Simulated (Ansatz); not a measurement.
**Ga4Sb3P: density, localisation and related maps**

```cif
data_structure
_symmetry_space_group_name_H-M 'P 1'
_symmetry_Int_Tables_number 1
_cell_length_a 6.9247
_cell_length_b 4.2046
_cell_length_c 7.2824
_cell_angle_alpha 90.000
_cell_angle_beta 90.058
_cell_angle_gamma 90.000
_cell_volume 212.03
loop_
_atom_site_label
_atom_site_type_symbol
_atom_site_fract_x
_atom_site_fract_y
_atom_site_fract_z
_atom_site_occupancy
P1 P 0.99741 0.00000 0.33160 1
Sb1 Sb 0.00350 0.50000 0.83354 1
Sb2 Sb 0.49749 0.50000 0.17625 1
Sb3 Sb 0.50434 0.00000 0.65930 1
Ga1 Ga 0.34296 0.00000 0.33413 1
Ga2 Ga 0.38386 0.50000 0.83549 1
Ga3 Ga 0.88429 0.50000 0.18652 1
Ga4 Ga 0.88616 0.00000 0.64316 1
```

Space group Pm; started from the ordered alloy on wurtzite lattice prototype, which need not be the ambient phase.

Level of theory: DFT, r2SCAN, plane waves, PAW in Ansatz 0.2.0.

The density is the valence pseudo-density of a PAW calculation; it isn't the true density close to the nuclei.

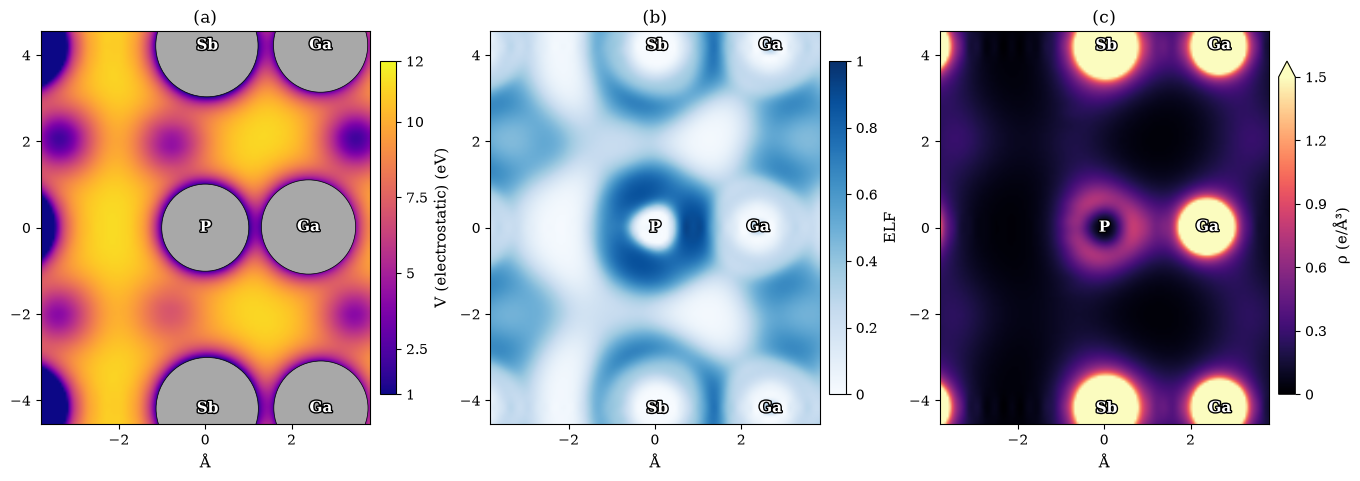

Figure 1. (a) electrostatic potential (local pseudopotential plus Hartree) felt by an electron; (b) electron localisation function; (c) valence charge density (pseudo) on the (011̄) plane of the conventional cell. Grey discs cover the atomic cores in the potential map.

Q: What does the map show?

A: The plane passes through P, Sb and Ga nuclei.
Ga–P (2.39 Å): ρ at the midpoint is about 0.51 e/Å³; the ELF peaks at about 0.90 in the valence shell of P, 0.7 Å from its nucleus, and is about 0.80 at the midpoint.
Ga–Sb (2.63 Å): ρ is about 0.46 e/Å³ halfway, with its minimum of 0.4 e/Å³ about 1.1 Å from Ga; the ELF peaks at about 0.75 between the atoms.
Between the atoms the lowest density in this plane is 0.004 e/Å³.
Outside the cores the potential energy rises away from the atoms and is highest about 2.2 Å from the nearest atoms; its zero is arbitrary.

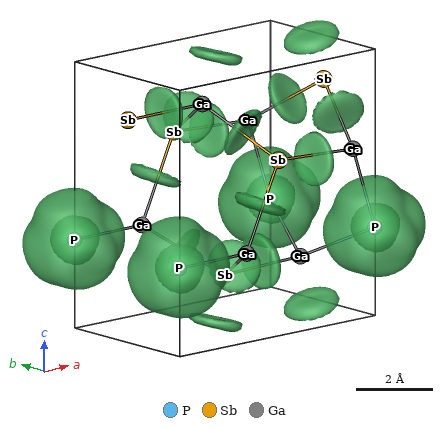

Figure 2. Isosurface of the ELF at 0.65 (green), seen at an oblique angle. Only the valence region is drawn (cores and ρ < 0.01 e/Å³ removed). Sticks mark near contacts.

Q: Identify the bonds, lone pairs and shells in this picture.

A: At this value the surface marks out twelve regions between bonded Ga–Sb atoms (shared pairs) and one region on P in which the atom's valence shell and bonds are merged, counted in one cell of 8 atoms. Regions shared between cells count once.


 Ga–Sb (2.60 Å): the ELF peaks at about 0.70 between the atoms.
